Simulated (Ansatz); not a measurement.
A series of calculations on CH6OSn

## 1. Relaxation

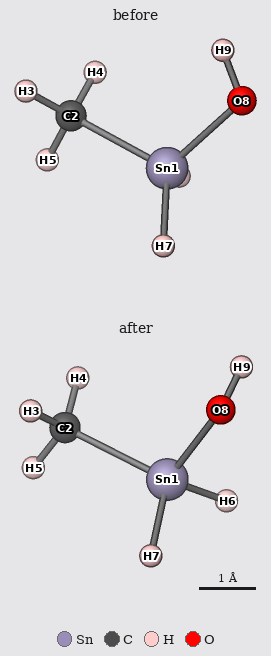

The structure of CH$_{6}$OSn before (top) and after (bottom) a relaxation, at one scale.

Style: ball-and-stick. Shown at a tilt.

The run prepares an end point of a later path (reaction) calculation, from a guessed geometry.

Level of theory: Ansatz 0.2.0, RKS B3LYP/def2-SVP.

The input:
```yaml
crystal:
  periodic: [false, false, false]
  atoms:
    - { symbol: Sn, position_ang: [0.177906, 0.107837, 0.074231] }
    - { symbol: C, position_ang: [1.028364, -0.020759, 2.035793] }
    - { symbol: H, position_ang: [0.41386, -0.02356, 2.949894] }
    - { symbol: H, position_ang: [1.625381, -0.945076, 1.998566] }
    - { symbol: H, position_ang: [1.721807, 0.834198, 2.070225] }
    - { symbol: H, position_ang: [1.882656, 0.039209, -0.16986] }
    - { symbol: H, position_ang: [-0.738415, 1.439331, -0.488099] }
    - { symbol: O, position_ang: [-0.793395, -1.513045, -0.595046] }
    - { symbol: H, position_ang: [-0.941264, -2.162734, 0.108996] }
basis:
  gaussian: { orbitals: def2-SVP }
hamiltonian:
  xc: b3lyp
relax:
  f_tol: 0.03
  max_steps: 50
```

Launched with:
```bash
ansatz run input.yaml --threads 2 --pin off --max-ram 3072MiB --backend cpu --events-out ev --progress --plain --runs-dir out
```

Describe what moved and what it gained.

After 11 accepted moves (13 points after the start) the energy has fallen by 68.0 kJ/mol. Largest force component: 1.5 eV/Å at the start, 0.023 eV/Å at the end. The line search rejected the trial steps at points 7, 12 of the run. The forces were under the threshold at step 11, but the run went on from there. The atom that moves furthest after the best rigid fit is H6 (0.90 Å). By element the largest moves are H 0.90 Å, O 0.43 Å, Sn 0.18 Å, C 0.11 Å. Among the contacts that change: Sn1–C2 2.142 → 2.169 Å, Sn1–H6 1.724 → 1.730 Å, Sn1–H7 1.711 → 1.717 Å. Among the angles between lasting bonds that change: C2–Sn1–H6 74.6° → 111.4°, Sn1–C2–H3 122.6° → 109.5°, C2–Sn1–H7 124.1° → 112.5°.

## 2. Relaxation

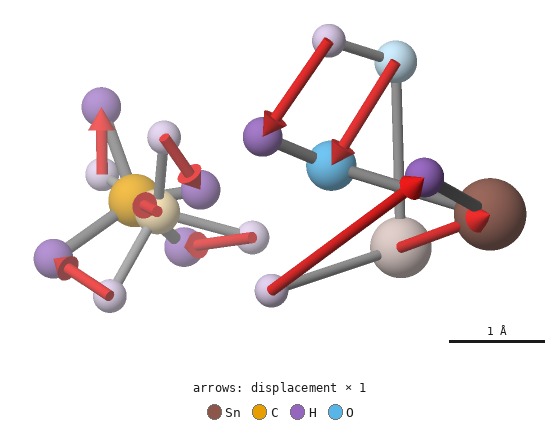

This is a relaxation of CH6OSn. The starting structure is drawn faded, the final one solid; red arrows show the displacements, at their true length. The two geometries are superimposed by the best rigid fit.

A ball-and-stick model, seen from a free direction.

The run prepares an end point of a later path (reaction) calculation, from a guessed geometry.

All numbers below come from RKS B3LYP/def2-SVP in Ansatz.

Input
```yaml
crystal:
  periodic: [false, false, false]
  atoms:
    - { symbol: Sn, position_ang: [-0.020548, 0.048517, -1.01339] }
    - { symbol: C, position_ang: [1.635108, -0.028775, 1.900333] }
    - { symbol: H, position_ang: [0.705706, -0.621725, 1.891339] }
    - { symbol: H, position_ang: [2.290311, -0.413313, 2.700363] }
    - { symbol: H, position_ang: [1.405278, 1.033112, 2.087862] }
    - { symbol: H, position_ang: [2.171095, -0.131856, 0.939251] }
    - { symbol: H, position_ang: [-1.119351, 1.091064, -0.014292] }
    - { symbol: O, position_ang: [-0.978856, -1.670551, -0.56346] }
    - { symbol: H, position_ang: [-1.711843, -1.551073, 0.056695] }
basis:
  gaussian: { orbitals: def2-SVP }
hamiltonian:
  xc: b3lyp
relax:
  f_tol: 0.03
  max_steps: 50
```

Command:
```bash
ansatz run input.yaml --threads 2 --pin off --max-ram 3072MiB --backend cpu --events-out ev --progress --plain --runs-dir out
```

**Which element moves most?**

Hydrogen: up to 2.68 Å, against 1.60 Å for tin.

**Describe the change and its energy.**

Over 42 accepted moves (48 points after the start) the energy falls by 8.35 kJ/mol. Largest force component: 0.13 eV/Å at the start, 0.001 eV/Å at the end. The line search rejected the trial steps at points 2, 3, 8, 21, 24, 30 of the run. The forces were under the threshold at step 22, but the run went on from there. The atom that moves furthest after the best rigid fit is H7 (2.68 Å). Largest moves by element: H 2.68 Å, Sn 1.60 Å, O 1.31 Å, C 0.57 Å. Near-neighbour distances that change, for instance: C2–H6 1.105 → 1.100 Å. Cost: 98 s on 2 threads of Arm Neoverse V1, on a shared host, peak memory 0.17 GiB.

Limits of the set-up: the start holds two separate molecules, 2.9 Å apart at their closest, whose relative position is a soft coordinate and is computed without a dispersion correction.

## 3. Path

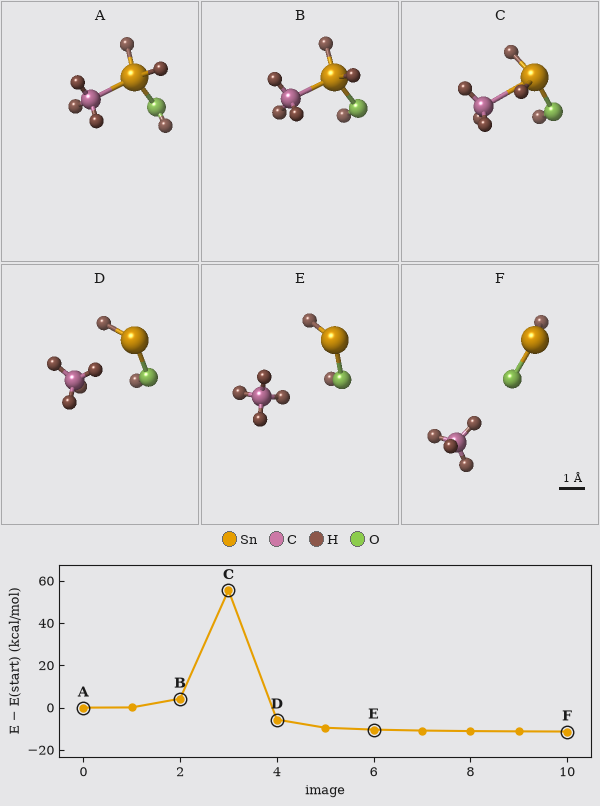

A nudged-elastic-band calculation for CH6OSn. Images are numbered from 0 (start) to 10 (end). Frames A to F are images 0, 2, 3, 4, 6, 10. The picture is a ball-and-stick view, seen at a tilt.

Level of theory: Ansatz, RKS B3LYP/def2-SVP. Settings: 9 movable images; climbing image; force threshold 0.05 eV/Å; iteration limit 60; starting path through a guess of the saddle point.

Q: Read off the barrier and say what moves.

A: The highest point, image 3, lies 55.6 kcal/mol above the start and 66.9 kcal/mol above the end; the end is at −11.3 kcal/mol relative to the start. Breaking: C–Sn (2.17 → 5.39 Å), H–Sn (1.73 → 5.71 Å). Forming: C–H (3.23 → 1.10 Å). The band converged in 35 iterations, with a climbing image at the top.

Cost: 10 min on 2 threads of Arm Neoverse V1 (shared host), peak memory 0.18 GiB.
